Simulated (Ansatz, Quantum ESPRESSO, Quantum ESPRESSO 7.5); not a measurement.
# Band edges of honeycomb PAs, 1 layer under strain

Aim: band edges, gap and stiffness of honeycomb PAs, 1 layer under biaxial strain.

Method: plane-wave DFT, PBE, GBRV ultrasoft pseudopotentials (geometry by Ansatz 0.2.0 with PAW datasets; geometry under PBE), in Quantum ESPRESSO 7.5.

## (1) Starting point

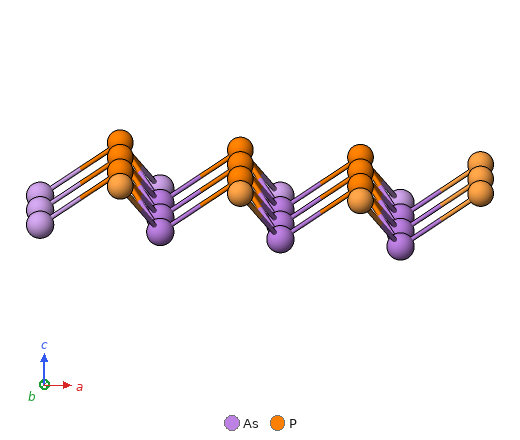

The cell as given, nearly edge on (arsenic purple, phosphorus orange). 3×3×1 cells are drawn. Some periodic images of atoms are drawn too.

The cell holds 2 atoms: 1 As and 1 P. Cell: a = 3.440 Å, b = 3.440 Å, c = 16.320 Å, α = 90.0°, β = 90.0°, γ = 120.0°. It derives from PAs. Vacuum lies along c.

This sheet is a model structure: its symmetry is held, and its stability is not tested here.

## (2) Geometry from Ansatz

A relaxation in Ansatz fixes the structure of this slab for the runs on it.

input.yaml

```yaml
crystal:
  lattice:
    - [3.44, 0.0, 0.0]
    - [-1.72, 2.979127389, 0.0]
    - [0.0, 0.0, 16.32]
  atoms:
    - { symbol: As, position: [0.6666666667, 0.3333333333, 0.4595588235] }
    - { symbol: P, position: [0.3333333333, 0.6666666667, 0.5404411765] }
kpoints:
  mp_grid: { grid: [12, 12, 1] }
hamiltonian:
  xc: pbe
scf:
  occupations: { method: fermi_dirac, width: 0.05 }
  convergence: { dr2_threshold: 1.0e-08 }
efield:
  axis: 3
  dipole_correction: true
  ramp_position: 0.97
  ramp_width: 0.04
relax:
  f_tol: 0.01
  cell: { fix: [c, alpha, beta] }
output:
  write_potential: true
  write_density: true
  volumetric_format: npy
```

Command:

```bash
$ ansatz run input.yaml --threads 2 --pin off --max-ram 4096MiB --backend cpu --events-out ev --progress --plain --runs-dir out
```

Numbers of over 12 decimals in the logs are rounded to 6 here.

Log:

```text
Warning: relax.cell: scf.convergence.dr2_threshold = 1e-8 eV is looser than the 2e-10 eV advised for a relaxation that steers and ends on the stress (1e-10 eV for each atom of the cell: 2). What an SCF threshold leaves in a stress goes as its square root, and in the free energy as the threshold itself, and one threshold admits the most on a small cell: [figures from the program's tests cut] Set scf.convergence.dr2_threshold to 2e-10 eV or tighter. The threshold is an SCF's pass mark: one that does not reach it within its budget of iterations ends unconverged, or closes short of it on a stop that the run arms, and scf.convergence.dr2_threshold's page says what that costs each kind of run
Engine: ansatz 0.2.0, aarch64-unknown-linux-gnu
Pseudopotentials: kind: paw
Pseudopotential: As, paw, valence charge 15, recommended cutoff 420 eV (normal), As.paw.azcp
Pseudopotential: P, paw, valence charge 5, recommended cutoff 420 eV (normal), P.paw.azcp
Functional definition: PBE
  parameter kappa = 0.804
  parameter beta = 0.066725
  exchange = pbe_x(kappa = kappa, mu = beta*pi^2/3)
  correlation = pbe_c(beta = beta)
Crystal: 2 atoms, lattice volume = 167.251 Å³
Basis set: ecut = 420 eV, 3247 PW (Γ), exchange–correlation on 48×48×240 points (8 copies of the dense FFT grid, shifted against one another)
Bands: 14, of which v1, the nominal top of the filled ones, is band 10 counted from 1 (9 counted from 0)
Symmetry: 6 space group operations
Space group: P3m1 (ITA 156), of the structure as read, at distance tolerance 5.5e-5 Å
k-points: 19 of 144 (time reversal used)
Non-local potential: As, projectors of the file, l = 0: 2, l = 1: 2, l = 2: 3, l = 3: 1
Non-local potential: P, projectors of the file, l = 0: 2, l = 1: 2, l = 2: 2
PAW form: soft (Blöchl's): semilocal exchange-correlation on the pseudo side does not see the compensation charge
PAW one-centre angular grid: As, 590 points (default); XC on 64 Gauss nodes
PAW one-centre angular grid: P, 110 points (default); XC on 64 Gauss nodes
Initial density: superposition of atomic densities (neutral atoms: chi_scale 0, normalization atom), corrected by the library's trained network
Initial wavefunctions: pseudopotential atomic-orbital guess
Functional: x = pbe(κ = 0.804, μ = 0.219515), c = pbe(β = 0.066725)
SCF iter   1: F=—  HF=-5611.711502 eV  |F-HF|=—  |Δ(HF+E_count)|=         —  Δρ=1.50e-3  dr2=2.40e-2  ethr=1.77e-3  p=-0.008 e·Å  D=-8.62e-3 V/Å  ΔV_dip=0.14 eV  dr2_dipole=6.74e-3  V_vac-E_F(+/−)=4.96/4.82 eV  ⟨swp⟩=6.6  Hψ=1807  notcnv=0
efield: sawtooth ramp at fractional position 0.9700 (set: `efield.ramp_position`, or a place that a band, a saddle search or an elastic batch's reference lends), width 0.0400; the density the first Hamiltonian is built on has a dipole p = -0.008 e·Å; the dipole correction subtracts the counter field D = -8.62e-3 V/Å, which shifts the + side's vacuum level by +0.14 eV against the − side's; the planar-averaged density in the ramp window peaks in size at 4.0e-5 e/Å³
preconditioner: auto → none  [insulator: Δε(μ)=1.827 eV  Ē_g=9.727 eV  σ=0.050 eV  W_gap=1.00  n_scr=8 (ndim 8)  ℏωp=9.1 eV  f_vac=0.678  D(μ)=0.00/eV (n_scr^D=0)  ε∞_Penn≈1.9]
SCF iter   2: F=—  HF=-5611.737617 eV  |F-HF|=—  |Δ(HF+E_count)|=   2.61e-2  Δρ=3.69e-3  dr2=1.81e-1  ethr=1.20e-4  p=-0.064 e·Å  D=-6.90e-2 V/Å  ΔV_dip=1.13 eV  dr2_dipole=4.28e-2  V_vac-E_F(+/−)=5.43/4.30 eV  ⟨swp⟩=3.9  Hψ=684  notcnv=0
SCF iter   3: F=—  HF=-5611.710391 eV  |F-HF|=—  |Δ(HF+E_count)|=   2.72e-2  Δρ=4.82e-4  dr2=8.47e-4  ethr=1.20e-4  p=-0.025 e·Å  D=-2.71e-2 V/Å  ΔV_dip=0.44 eV  dr2_dipole=1.49e-4  V_vac-E_F(+/−)=5.10/4.66 eV  ⟨swp⟩=3.6  Hψ=469  notcnv=0
SCF iter   4: F=—  HF=-5611.710856 eV  |F-HF|=—  |Δ(HF+E_count)|=   4.65e-4  Δρ=1.45e-4  dr2=3.18e-5  ethr=4.24e-6  p=-0.028 e·Å  D=-2.99e-2 V/Å  ΔV_dip=0.49 eV  dr2_dipole=3.18e-6  V_vac-E_F(+/−)=5.12/4.63 eV  ⟨swp⟩=3.0  Hψ=586  notcnv=0
SCF iter   5: F=—  HF=-5611.710905 eV  |F-HF|=—  |Δ(HF+E_count)|=   4.93e-5  Δρ=6.28e-5  dr2=3.94e-6  ethr=1.59e-7  p=-0.028 e·Å  D=-3.07e-2 V/Å  ΔV_dip=0.50 eV  dr2_dipole=8.00e-8  V_vac-E_F(+/−)=5.13/4.63 eV  ⟨swp⟩=2.0  Hψ=492  notcnv=0
SCF iter   6: F=—  HF=-5611.710911 eV  |F-HF|=—  |Δ(HF+E_count)|=   5.43e-6  Δρ=9.39e-6  dr2=3.24e-7  ethr=1.97e-8  p=-0.029 e·Å  D=-3.09e-2 V/Å  ΔV_dip=0.50 eV  dr2_dipole=4.90e-8  V_vac-E_F(+/−)=5.13/4.63 eV  ⟨swp⟩=3.2  Hψ=591  notcnv=0
SCF iter   7: F=-5611.710911 eV  HF=-5611.710911 eV  |F-HF|=8.51e-10  |Δ(HF+E_count)|=   1.60e-7  Δρ=1.51e-6  dr2=4.69e-9  ethr=5.00e-11  p=-0.029 e·Å  D=-3.09e-2 V/Å  ΔV_dip=0.50 eV  dr2_dipole=5.45e-10  V_vac-E_F(+/−)=5.13/4.63 eV  ⟨swp⟩=8.9  Hψ=1896  notcnv=0
SCF 1 converged in 7 iterations: F = -5611.710911 eV  dr2 = 4.69e-9
  greatest PAW one-centre occupation: 0.999 electrons in one spin orbital (limit 2), on the As atom at site 0 (counted from 0), in its partial waves of l = 2
relax step   1: F+E_penalty+E_count = -5611.71091087 eV  Δ(F+E_penalty+E_count) = +0.000e0 eV  max|allowed force component| = 3.040e-2 eV/Å  Δτ_max = 0.0000 Å  P = +0.142 GPa  Ω = 167.251 Å³  fix = [c, alpha, beta]  reactions: c +0.038 GPa  (7 SCF iters, accepted)
Crystal: 2 atoms, lattice volume = 168.511 Å³
Initial density: handed on by an earlier stage of this run
Initial wavefunctions: those handed on with the density
iter 1 solved again at ethr=1.05e-6 eV; its pass at ethr=3.10e-3 eV (dr2=2.11e-4 eV) is discarded
SCF iter   1: F=—  HF=-5611.711599 eV  |F-HF|=—  |Δ(HF+E_count)|=         —  Δρ=2.23e-4  dr2=1.92e-4  ethr=1.05e-6  p=-0.029 e·Å  D=-3.09e-2 V/Å  ΔV_dip=0.50 eV  dr2_dipole=1.69e-7  V_vac-E_F(+/−)=5.14/4.63 eV  ⟨swp⟩=3.1  Hψ=1917  notcnv=0
efield: sawtooth ramp at fractional position 0.9700 (set: `efield.ramp_position`, or a place that a band, a saddle search or an elastic batch's reference lends), width 0.0400; the density the first Hamiltonian is built on has a dipole p = -0.029 e·Å; the dipole correction subtracts the counter field D = -3.09e-2 V/Å, which shifts the + side's vacuum level by +0.50 eV against the − side's; the planar-averaged density in the ramp window peaks in size at 2.6e-7 e/Å³
preconditioner: auto → none  [insulator: Δε(μ)=1.858 eV  Ē_g=9.679 eV  σ=0.050 eV  W_gap=1.00  n_scr=8 (ndim 8)  ℏωp=9.0 eV  f_vac=0.676  D(μ)=0.00/eV (n_scr^D=0)  ε∞_Penn≈1.9]
SCF iter   2: F=—  HF=-5611.711534 eV  |F-HF|=—  |Δ(HF+E_count)|=   6.56e-5  Δρ=8.13e-5  dr2=1.86e-5  ethr=9.60e-7  p=-0.028 e·Å  D=-3.06e-2 V/Å  ΔV_dip=0.50 eV  dr2_dipole=3.09e-6  V_vac-E_F(+/−)=5.16/4.66 eV  ⟨swp⟩=2.0  Hψ=338  notcnv=0
[...]
preconditioner: auto → none  [insulator: Δε(μ)=1.825 eV  Ē_g=9.648 eV  σ=0.050 eV  W_gap=1.00  n_scr=8 (ndim 8)  ℏωp=9.0 eV  f_vac=0.675  D(μ)=0.00/eV (n_scr^D=0)  ε∞_Penn≈1.9]
SCF iter   2: F=—  HF=-5611.711386 eV  |F-HF|=—  |Δ(HF+E_count)|=   5.01e-5  Δρ=1.12e-4  dr2=1.35e-5  ethr=8.01e-7  p=-0.029 e·Å  D=-3.11e-2 V/Å  ΔV_dip=0.51 eV  dr2_dipole=8.35e-8  V_vac-E_F(+/−)=5.14/4.63 eV  ⟨swp⟩=2.0  Hψ=335  notcnv=0
SCF iter   3: F=—  HF=-5611.711385 eV  |F-HF|=—  |Δ(HF+E_count)|=   4.03e-7  Δρ=4.10e-5  dr2=7.34e-6  ethr=6.76e-8  p=-0.029 e·Å  D=-3.08e-2 V/Å  ΔV_dip=0.50 eV  dr2_dipole=1.47e-6  V_vac-E_F(+/−)=5.14/4.63 eV  ⟨swp⟩=2.0  Hψ=361  notcnv=0
SCF iter   4: F=—  HF=-5611.711377 eV  |F-HF|=—  |Δ(HF+E_count)|=   7.99e-6  Δρ=4.83e-5  dr2=2.85e-5  ethr=3.67e-8  p=-0.029 e·Å  D=-3.15e-2 V/Å  ΔV_dip=0.51 eV  dr2_dipole=6.80e-6  V_vac-E_F(+/−)=5.14/4.63 eV  ⟨swp⟩=2.1  Hψ=322  notcnv=0  recentre
SCF iter   5: F=—  HF=-5611.711373 eV  |F-HF|=—  |Δ(HF+E_count)|=   4.22e-6  Δρ=9.74e-6  dr2=8.29e-8  ethr=3.67e-8  p=-0.029 e·Å  D=-3.10e-2 V/Å  ΔV_dip=0.51 eV  dr2_dipole=1.49e-9  V_vac-E_F(+/−)=5.14/4.63 eV  ⟨swp⟩=2.0  Hψ=304  notcnv=0
SCF iter   6: F=-5611.711373 eV  HF=-5611.711373 eV  |F-HF|=8.46e-11  |Δ(HF+E_count)|=   1.65e-8  Δρ=1.58e-6  dr2=2.77e-9  ethr=5.00e-11  p=-0.029 e·Å  D=-3.10e-2 V/Å  ΔV_dip=0.51 eV  dr2_dipole=1.41e-11  V_vac-E_F(+/−)=5.14/4.63 eV  ⟨swp⟩=9.0  Hψ=1855  notcnv=0
SCF 3 converged in 6 iterations: F = -5611.711373 eV  dr2 = 2.77e-9
relax step   3: F+E_penalty+E_count = -5611.71137317 eV  Δ(F+E_penalty+E_count) = +1.454e-4 eV  max|allowed force component| = 8.690e-2 eV/Å  Δτ_max = 0.0050 Å  P = -0.077 GPa  Ω = 168.804 Å³  energy of the carried Pulay correction = -5.077e-5 eV  fix = [c, alpha, beta]  (6 SCF iters, rejected (line search))
[...]
relax step   4: F+E_penalty+E_count = -5611.71166390 eV  Δ(F+E_penalty+E_count) = -1.454e-4 eV  max|allowed force component| = 2.342e-4 eV/Å  Δτ_max = 0.0021 Å  P = -0.001 GPa  Ω = 168.611 Å³  energy of the carried Pulay correction = -4.447e-5 eV  fix = [c, alpha, beta]  reactions: c -0.001 GPa  (6 SCF iters, accepted)
Initial wavefunctions: pseudopotential atomic-orbital guess (no wavefunctions were taken with the density)
iter 1 solved again at ethr=1.27e-6 eV; its pass at ethr=3.10e-3 eV (dr2=2.53e-4 eV) is discarded
SCF iter   1: F=—  HF=-5611.711710 eV  |F-HF|=—  |Δ(HF+E_count)|=         —  Δρ=4.94e-6  dr2=3.97e-9  ethr=1.27e-6  p=-0.029 e·Å  D=-3.09e-2 V/Å  ΔV_dip=0.50 eV  dr2_dipole=6.08e-12  V_vac-E_F(+/−)=5.15/4.65 eV  ⟨swp⟩=3.5  Hψ=2573  notcnv=0
efield: sawtooth ramp at fractional position 0.9700 (set: `efield.ramp_position`, or a place that a band, a saddle search or an elastic batch's reference lends), width 0.0400; the density the first Hamiltonian is built on has a dipole p = -0.029 e·Å; the dipole correction subtracts the counter field D = -3.09e-2 V/Å, which shifts the + side's vacuum level by +0.50 eV against the − side's; the planar-averaged density in the ramp window peaks in size at 2.6e-7 e/Å³
eigensolver tolerance schedule: the retry pair's looser diagonalisation over-reported the residual by 63711.66 of it (diagonalisation noise at an unbounded share of the residual, at the tolerance the schedule requests for it); recorded, not acted on — ethr = c·dr2/N_el stays at c = 1.0e-1
preconditioner: auto → none  [insulator: Δε(μ)=1.845 eV  Ē_g=9.668 eV  σ=0.050 eV  W_gap=1.00  n_scr=8 (ndim 8)  ℏωp=9.0 eV  f_vac=0.676  D(μ)=0.00/eV (n_scr^D=0)  ε∞_Penn≈1.9]
SCF iter   2: F=—  HF=-5611.711707 eV  |F-HF|=—  |Δ(HF+E_count)|=   3.16e-6  Δρ=2.91e-6  dr2=4.04e-9  ethr=1.99e-11  p=-0.029 e·Å  D=-3.09e-2 V/Å  ΔV_dip=0.50 eV  dr2_dipole=1.41e-11  V_vac-E_F(+/−)=5.15/4.65 eV  ⟨swp⟩=10.0  Hψ=2395  notcnv=0
SCF iter   3: F=-5611.711712 eV  HF=-5611.711710 eV  |F-HF|=1.87e-6  |Δ(HF+E_count)|=   2.79e-6  Δρ=1.60e-6  dr2=2.90e-9  ethr=1.99e-11  p=-0.029 e·Å  D=-3.09e-2 V/Å  ΔV_dip=0.50 eV  dr2_dipole=4.91e-10  V_vac-E_F(+/−)=5.15/4.65 eV  ⟨swp⟩=7.9  Hψ=1722  notcnv=0
SCF 5 converged in 3 iterations: F = -5611.711712 eV  dr2 = 2.90e-9
relax step   5: F+E_penalty+E_count = -5611.71171193 eV  Δ(F+E_penalty+E_count) = -4.803e-5 eV  max|allowed force component| = 2.645e-4 eV/Å  Δτ_max = 0.0000 Å  P = -0.000 GPa  Ω = 168.611 Å³  fix = [c, alpha, beta]  reactions: c -0.000 GPa  stress off target by 3.87e-5 GPa on what of the cell is left free  SCF on the basis re-selected at this cell (its energy is not comparable with the rows above)  (3 SCF iters)
basis re-selected at this cell: Δ(F+E_penalty+E_count) = -4.803e-5 eV, ΔP = +0.000 GPa vs the last step (what re-selecting the basis moved, of the pressure what is left beyond the Pulay correction that the steps carried, after the strain that the cell walked since its last selection, with what the two solves' SCF thresholds leave and, on support functions, any second-order correction that the steps lacked; it is no m [...]
WARN: The output density's exchange-correlation potential varies sharply where the density is thin. Do not read a vacuum level from v_tot or v_xc, or from such a field of the output density. On a cell that repeats whose density bears no net charge and no dipole along the vacuum's axis use v_es (v_loc + v_h of the components); under efield.dipole_correction with no amplitude use v_es + v_field, which holds any externa [...]
SCF converged after 3 iterations
Free energy (F): -5611.711712 eV
Harris-Foulkes:  -5611.711710 eV  (|F-HF|=1.87e-6)
Internal energy: -5611.711712 eV  (E = F + TS)
E sigma→0 (E₀):  -5611.711712 eV
Fermi energy:    -1.554042 eV
Dipole field:    D = -0.030967 V/Å  (p = -0.028855 e·Å, saw-weighted, corrected)
Work function:   Φ+ = 5.1511 eV   Φ− = 4.6457 eV
Levels:          The Fermi level and band energies are counted from a zero that moves with the ramp; work functions are not
--- Per-component energies (eV) ---
  E_band       = -449.977745
  E_kinetic    = 170.648677
  E_local      = -8573.830186  (includes V_loc(G=0)·N_el)
  E_nonlocal   = -636.440936
  E_hartree    = 4251.444785
  E_xc         = -139.429155
  E_vxc        = -138.191003  (∫ρ·V_xc dr)
  E_paw        = -2404.174007  (= ΣΔE_a)
  E_vpaw       = 225.047305  (= ΣTr[D̂ρ^β])
  E_aug_tail   = 0.000012  (compensation charges beyond the density's cutoff)
  E_efield     = 0.000447  (sawtooth field / dipole correction)
  E_vefield    = -0.102214  (∫n·V_field dr)
  E_ewald      = 1720.068652
  E_smearing   = -0.000000  (= −TS)
  E_closure    = 0.000000  (closes the sum)
  Σ components = -5611.711712   (vs F -5611.711712, Δ=0.00e0)
--- Forces (eV/Å), atoms counted from 1 ---
  atom   1  As     0.00000000     0.00000000     0.00026637
  atom   2  P      0.00000000     0.00000000    -0.00026272
  max |Σ_I F_I| component: 3.65e-6 eV/Å
--- Stress (GPa, compression-positive) ---
       -0.000039       0.000000       0.000000
        0.000000      -0.000039      -0.000000
        0.000000       0.000000      -0.000326
  P = ⅓ Tr σ = -0.0001 GPa (-0.001 kbar)
--- Band table (eV; the first three rows and the last of 19) ---
  k-point 0: bands = [... 6 lower, -9.0889, -2.8557, -2.4606, -2.4606, 0.2772, 1.3088, 1.3088, 2.6304]
  k-point 1: bands = [... 6 lower, -9.0500, -3.3392, -2.8028, -2.6815, 0.6880, 1.4066, 1.5571, 2.7724]
  k-point 2: bands = [... 6 lower, -8.9869, -4.7694, -3.1681, -2.6792, 0.1630, 2.0510, 2.3050, 3.1629]
  k-point 18: bands = [... 6 lower, -11.8359, -7.1560, -4.3010, -4.2329, -0.2773, 2.5611, 2.6837, 5.8856]
--- Relaxed structure (4 steps of the walk, 3 accepted, 1 SCFs on fresh bases) ---
  F+E_penalty+E_count = -5611.71171193 eV   max|allowed force component| = 2.645e-4 eV/Å   (the final SCF, on the basis selected at the relaxed cell)
  cell:  # Å, volume = 168.6108 Å³
    - [3.453960, 0, 0]
    - [-1.726980, 2.991217, 0]
    - [0, 0, 16.32]
  atoms:
    - { symbol: As, position: [0.666667, 0.333333, 0.459598] }
    - { symbol: P, position: [0.333333, 0.666667, 0.540402] }
```

Elapsed: 8.7 s, on 2 threads of Arm Neoverse V2, shared host; peak memory 0.37 GiB.

Relaxation path:

| step | energy less that of the first step (eV) | largest force component (eV/Å) | pressure (GPa) | volume (Å³) |
| --- | --- | --- | --- | --- |
| 1 | 0.0000 | 0.0304 | 0.14 | 167.25 |
| 2 | -0.0006 | 0.0640 | 0.05 | 168.51 |
| 3 | -0.0005 | 0.0869 | -0.08 | 168.80 |
| 4 | -0.0008 | 0.0002 | 0.00 | 168.61 |
| 5* | -0.0008 | 0.0003 | 0.00 | 168.61 |

Relaxation steps marked * repeat the geometry before them on a plane-wave basis chosen anew for their cell, so energy and pressure can jump there. Relaxation step 3 was tried and not accepted.

Forces are held to the 6 operations that the run works with; a distortion that breaks them can't arise in this run.

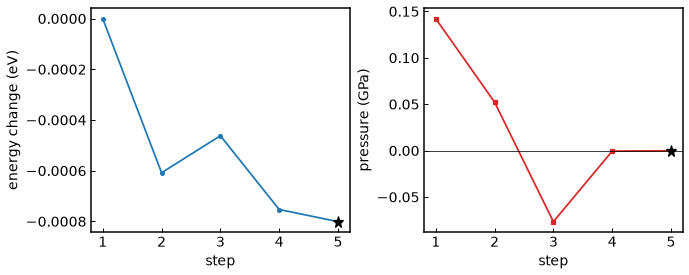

Energy and pressure along the relaxation. Stars mark steps on a basis chosen anew.

| cell as run | before | after | change |
| --- | --- | --- | --- |
| a (Å) | 3.440 | 3.454 | +0.4 % |
| b (Å) | 3.440 | 3.454 | +0.4 % |

The relaxed structure:

```xyz
2
Lattice="3.4540 0.0000 0.0000 -1.7270 2.9912 0.0000 0.0000 0.0000 16.3200" Properties=species:S:1:pos:R:3
As    1.7270    0.9971    7.5006
P     0.0000    1.9941    8.8194
```

Read from the output:

| Property | Result |
| --- | --- |
| free energy | -5611.7117 eV |
| Fermi energy | -1.554 eV |
| gap by band count | 1.845 eV |
| symmetry operations | 6 |
| dipole along the normal | -0.02885 e·Å |
| vacuum level at the upper face over a Fermi level inside the gap | 5.151 eV |
| vacuum level at the lower face over a Fermi level inside the gap | 4.646 eV |

[end of part 1 of 2]

[Logs are printed without paths, hosts, clocks, repeated set-up lines and the standing remarks that a program may print on its own settings, such as how far it seeks lower states.]

[Hosts, paths, dates, database ids (printed as entryN), source tags and the programs' standing remarks are cut or masked in the printed files.]

[Maps of the electrostatic potential energy from Ansatz leave out the sawtooth potential of an applied field or a dipole correction, so their vacuum need not be flat; planar profiles and work functions include it.]
